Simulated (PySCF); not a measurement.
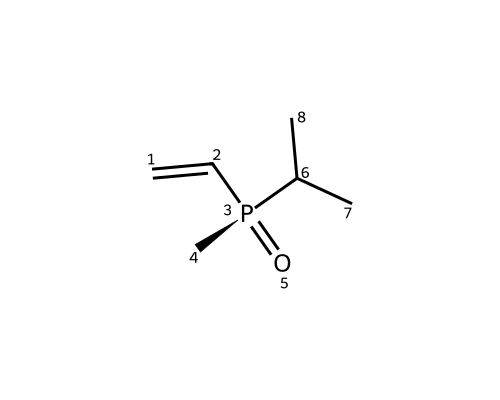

Skeletal drawing with numbered atoms; wedges and dashes mark any stereocentres. The configuration is that of a computed structure (PBE0-D3(BJ)/def2-SVP).

Give the R/S and E/Z labels.

Answer. P3: S.

Give a SMILES with the stereochemistry.

Answer. C=C[P@@](C)(=O)C(C)C
